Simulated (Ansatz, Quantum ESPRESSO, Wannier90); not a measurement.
# zigzag Na chain, bond 3.30 Å, width 1.6 Å: Wannier functions and conductance, part 5 of 5

Wanted: localised orbitals and the quantum conductance of this wire: zigzag Na chain, bond 3.30 Å, width 1.6 Å.

Quantum ESPRESSO 7.5 and Wannier90 3.1.0; plane-wave DFT, PBE, GBRV ultrasoft pseudopotentials; cross-check by Ansatz 0.2.0 with PAW datasets.

So far. Step 2 (Ground state): The run needed 9 iterations to bring the estimated error under 1e-07 Ry; the largest force on any atom, held or free, is 0.10 eV/Å. Step 6 (Localisation, bands and conductance): Bands and channels are those of the Wannier model: bands that were not projected, and all outside the frozen window, are missing or only approximate.

**10. Cross-check with Ansatz**

As a check, the same structure is run in Ansatz.

Level of this step: plane-wave DFT, PBE, Ansatz PAW (Ansatz 0.2.0).

input.yaml reads:

```yaml
crystal:
  lattice:
    - [9.0, 0.0, 0.0]
    - [0.0, 8.0, 0.0]
    - [0.0, 0.0, 5.7723478759]
  atoms:
    - { symbol: Na, position: [-0.0888888889, 0.0, 0.0] }
    - { symbol: Na, position: [0.0888888889, 0.0, 0.5] }
kpoints:
  mp_grid: { grid: [1, 1, 12] }
hamiltonian:
  xc: pbe
scf:
  occupations: { method: fermi_dirac, width: 0.05 }
  convergence: { dr2_threshold: 1.0e-08 }
output:
  transmission:
    leads: [[0, 0]]
    e_range: [-4.0, 2.0]
    de: 0.05
    kmesh: [1, 1]
    reduced_basis: true
```

Started as:

```bash
ansatz run input.yaml --threads 2 --pin off --max-ram 4096MiB --backend cpu --events-out ev --progress --plain --runs-dir out
```

Numbers of over 12 decimals in the logs are rounded to 6 here.

The log of the run:

```text
Engine: ansatz 0.2.0, aarch64-unknown-linux-gnu
Pseudopotentials: kind: paw
Pseudopotential: Na, paw, valence charge 9, recommended cutoff 420 eV (normal), Na.paw.azcp
Functional definition: PBE
  parameter kappa = 0.804
  parameter beta = 0.066725
  exchange = pbe_x(kappa = kappa, mu = beta*pi^2/3)
  correlation = pbe_c(beta = beta)
Crystal: 2 atoms, lattice volume = 415.609 Å³
Basis set: ecut = 420 eV, 8151 PW (Γ)
Bands: 13, of which v1, the nominal top of the filled ones, is band 9 counted from 1 (8 counted from 0)
Symmetry: 8 space group operations
Space group: Pmma (ITA 51), of the structure as read, at distance tolerance 7.5e-5 Å
k-points: 7 of 12
Non-local potential: Na, projectors of the file, l = 0: 3, l = 1: 2, l = 2: 1
PAW form: soft (Blöchl's): semilocal exchange-correlation on the pseudo side does not see the compensation charge
PAW one-centre angular grid: Na, 110 points (default); XC on 64 Gauss nodes
Initial density: superposition of atomic densities (neutral atoms: chi_scale 0, normalization atom), corrected by the library's trained network
Initial wavefunctions: pseudopotential atomic-orbital guess
Functional: x = pbe(κ = 0.804, μ = 0.219515), c = pbe(β = 0.066725)
SCF iter   1: F=—  HF=-2971.823865 eV  |F-HF|=—  |Δ(HF+E_count)|=         —  Δρ=6.95e-4  dr2=2.02e-2  ethr=1.77e-3  ⟨swp⟩=5.4  Hψ=524  notcnv=0
preconditioner: auto → LDOS  [insulator: Δε(μ)=0.403 eV  Ē_g=2.619 eV  σ=0.050 eV  W_gap=0.50  n_scr=34 (ndim 8)  ℏωp=2.6 eV  f_vac=0.610  D(μ)=1.68/eV (n_scr^D=4)  ε∞_Penn≈2.0  β→1.0]
SCF iter   2: F=—  HF=-2971.831490 eV  |F-HF|=—  |Δ(HF+E_count)|=   7.62e-3  Δρ=3.05e-4  dr2=3.04e-3  ethr=1.12e-4  ⟨swp⟩=3.0  Hψ=189  notcnv=0
SCF iter   3: F=—  HF=-2971.831243 eV  |F-HF|=—  |Δ(HF+E_count)|=   2.48e-4  Δρ=7.28e-5  dr2=5.83e-5  ethr=1.69e-5  ⟨swp⟩=2.0  Hψ=126  notcnv=0
SCF iter   4: F=—  HF=-2971.831332 eV  |F-HF|=—  |Δ(HF+E_count)|=   8.96e-5  Δρ=4.02e-5  dr2=8.22e-6  ethr=3.24e-7  ⟨swp⟩=2.4  Hψ=156  notcnv=0
SCF iter   5: F=—  HF=-2971.831358 eV  |F-HF|=—  |Δ(HF+E_count)|=   2.53e-5  Δρ=2.90e-5  dr2=1.68e-6  ethr=4.57e-8  ⟨swp⟩=2.0  Hψ=156  notcnv=0
SCF iter   6: F=—  HF=-2971.831357 eV  |F-HF|=—  |Δ(HF+E_count)|=   3.53e-7  Δρ=3.13e-6  dr2=5.66e-8  ethr=9.32e-9  ⟨swp⟩=2.0  Hψ=155  notcnv=0
SCF iter   7: F=-2971.831357 eV  HF=-2971.831357 eV  |F-HF|=4.37e-9  |Δ(HF+E_count)|=   1.97e-7  Δρ=7.16e-7  dr2=6.89e-9  ethr=5.56e-11  ⟨swp⟩=5.0  Hψ=323  notcnv=0
SCF 1 converged in 7 iterations: F = -2971.831357 eV  dr2 = 6.89e-9
  greatest PAW one-centre occupation: 0.999 electrons in one spin orbital (limit 2), on the Na atom at site 1 (counted from 0), in its partial waves of l = 0
transmission: 8 of 48 steps passed
transmission: 16 of 48 steps passed
[...]
transmission: 48 of 48 steps passed
SCF converged after 7 iterations
Free energy (F): -2971.831357 eV
Harris-Foulkes:  -2971.831357 eV  (|F-HF|=4.37e-9)
Internal energy: -2971.819622 eV  (E = F + TS)
E sigma→0 (E₀):  -2971.825490 eV
Entropy (-TS):   -0.011735 eV (-5.868 meV/atom)
Fermi energy:    -1.945622 eV
--- Per-component energies (eV) ---
  E_band       = -557.134971
  E_kinetic    = 239.092586
  E_local      = -4097.433001  (includes V_loc(G=0)·N_el)
  E_nonlocal   = 230.110958
  E_hartree    = 1623.868442
  E_xc         = -75.134385
  E_vxc        = -96.458672  (∫ρ·V_xc dr)
  E_paw        = -526.442330  (= ΣΔE_a)
  E_vpaw       = -80.180470  (= ΣTr[D̂ρ^β])
  E_aug_tail   = -0.000061  (compensation charges beyond the density's cutoff)
  E_ewald      = -365.881829
  E_smearing   = -0.011735  (= −TS)
  E_closure    = -0.000000  (closes the sum)
  Σ components = -2971.831357   (vs F -2971.831357, Δ=0.00e0)
--- Band table (eV; the first three rows and the last of 7) ---
  k-point 0: bands = [... 5 lower, -27.4627, -27.4621, -27.4365, -3.0823, -0.6676, -0.1878, 0.1433, 0.8761]
  k-point 1: bands = [... 5 lower, -27.4628, -27.4616, -27.4369, -3.0504, -0.6392, -0.1578, 0.1731, 0.6031]
  k-point 2: bands = [... 5 lower, -27.4631, -27.4600, -27.4380, -2.9547, -0.5604, -0.0678, 0.0330, 0.2620]
  k-point 6: bands = [... 5 lower, -27.4659, -27.4482, -27.4482, -1.9458, -1.9458, 0.4070, 0.4070, 0.8875]
--- Transmission ---
  basis      : 629 plane waves across, 8 finite elements along
  points     : 1, standing for a mesh of 1 x 1
  energies   : 121 from -4.000000 to 2.000000 eV about the Fermi level, 0.050000 eV apart; the leads are filled to 0.000000 eV, and channels, transmission and decay are at 0.000000 eV
  crystal 0  : Na2, at the sites [0, 0], period 5.7723 Å: whole cells are its period
    offset         : up to 0.0000 Å between an atom of the period and one for which it stands
    channels       : 1.000000e0 a spin
    conductance    : none, the energies end too early or step too widely for 300 K: set another output.transmission.e_range or a lower de, or, where they end at an eighth of basis.ecutwfc, a higher one
```

The job ended after 32 s (2 threads of Arm Neoverse V2, shared host; peak memory 0.45 GiB; 62 s of CPU time).

Numbers from this step:

| Item | Value |
| --- | --- |
| free energy | -2971.8314 eV |
| energy at zero smearing | -2971.8255 eV |
| smearing term TS | 0.01174 eV |
| Fermi energy | -1.946 eV |
| symmetry operations | 8 |
| lead channels at the Fermi level, one spin | 1 |

Per spin. Table of open channels by energy, zero at the Fermi level:

```csv
energy (eV),open channels
-1.500,0
-1.000,1
-0.500,1
0.000,1
0.500,1
1.000,1
1.500,0
2.000,3
```

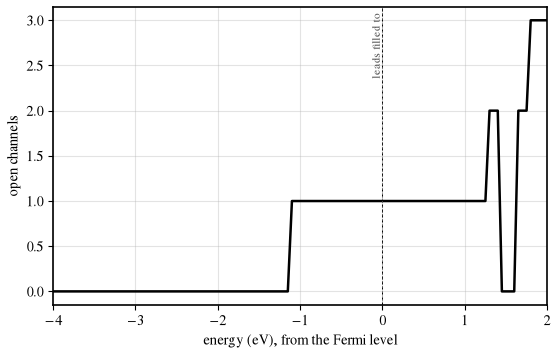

Open channels against energy.

**11. The arithmetic**

1 channel × 77.48 µS = 77 µS, a two-terminal resistance of 12.906/1 = 12.91 kΩ whatever the wire's length, as long as nothing scatters.

**12. Results**

```json
{
  "open channels at the Fermi level, per spin": "1",
  "total spread": "16.8 Å²",
  "gauge-invariant spread": "13.7 Å²",
  "largest band misfit in the frozen window": "0.0969 eV",
  "channels at the Fermi level by Ansatz": "1"
}
```

In words: The wire offers 1 channel per spin at the Fermi level. Between -4 and 1.5 eV the channel count from Wannier functions equals that from Ansatz's layer matching at 99 % of the energies; outside the frozen window the Wannier bands are not held to the plane-wave ones. The interpolated bands miss plane-wave levels by up to 0.10 eV between mesh points, so steps of the conductance can sit that far off. The wire is perfect, so the conductance only counts bands: each channel, with its partner of the other spin, carries G₀ = 2e²/h. It was run without spin polarisation, which was not tested.

[Logs are printed without paths, hosts, clocks, repeated set-up lines and the standing remarks that a program may print on its own settings, such as how far it seeks lower states.]

[Hosts, paths, dates, database ids (printed as entryN), source tags and the programs' standing remarks are cut or masked in the printed files.]

[Maps of the electrostatic potential energy from Ansatz leave out the sawtooth potential of an applied field or a dipole correction, so their vacuum need not be flat; planar profiles and work functions include it.]
